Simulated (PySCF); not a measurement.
```yaml
atoms:
  - { symbol: O, position_ang: [-2.7370, -1.1721, 0.3038] }
  - { symbol: C, position_ang: [-2.6846, 0.0217, 0.1713] }
  - { symbol: N, position_ang: [-1.5571, 0.7679, 0.0722] }
  - { symbol: C, position_ang: [-0.2550, 0.2748, 0.1089] }
  - { symbol: C, position_ang: [0.1646, -0.9982, 0.2440] }
  - { symbol: C, position_ang: [1.6584, -1.0285, 0.2267] }
  - { symbol: C, position_ang: [1.9890, 0.4146, 0.0618] }
  - { symbol: F, position_ang: [3.2572, 0.8370, -0.0026] }
  - { symbol: C, position_ang: [0.8869, 1.1685, -0.0068] }
  - { symbol: H, position_ang: [-3.5889, 0.6577, 0.1138] }
  - { symbol: H, position_ang: [-1.6435, 1.7677, -0.0365] }
  - { symbol: H, position_ang: [-0.4502, -1.8690, 0.3487] }
  - { symbol: H, position_ang: [2.0755, -1.4372, 1.1496] }
  - { symbol: H, position_ang: [2.0521, -1.6310, -0.5947] }
  - { symbol: H, position_ang: [0.8282, 2.2340, -0.1246] }
```

Geometry: GFN2-xTB.

These are results of PySCF 2.14.0, PBE0/pcSseg-1, SCF density, gas phase, non-relativistic, not measurements.

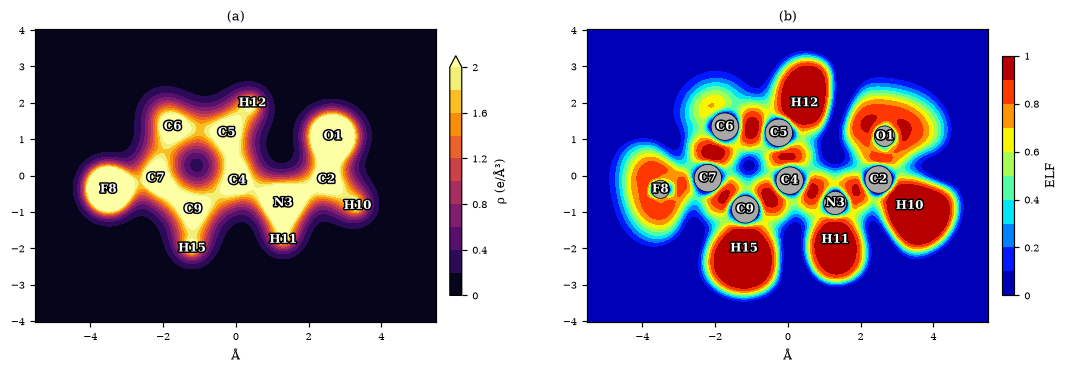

C₆H₆FNO (SMILES O=CNC1=CCC(F)=C1). (a) total electron density; (b) ELF on the plane of atoms C6, C7 and F8. Grey discs cover the atomic cores in the ELF map.

### What do the fields say about this system?

- Atoms in the plane: O, C, N, F and H.
- C–O (1.20 Å): ρ is about 3.3 e/Å³ halfway; the ELF peaks at about 0.85 between the atoms; a short, multiple covalent bond.
- C–C (1.34 Å): the density is about 2.3 e/Å³ at the midpoint; the ELF peaks at about 0.90 between the atoms; a multiple bond.
- C–F (1.34 Å): ρ is about 2.3 e/Å³ halfway; the ELF peaks at about 0.85 between the atoms (a shared but strongly polarised pair).
- C–N (1.36 Å): ρ is about 2.3 e/Å³ halfway; the ELF peaks at about 0.90 between the atoms, as expected for a covalent bond.
- N–H (1.01 Å): the density is about 2.9 e/Å³ at the midpoint; the ELF climbs to about 1 towards the hydrogen, as it does in any bond to H; an ordinary covalent bond to hydrogen.
- The ELF also peaks beside F8 and O1, away from the bonds: lone-pair regions.
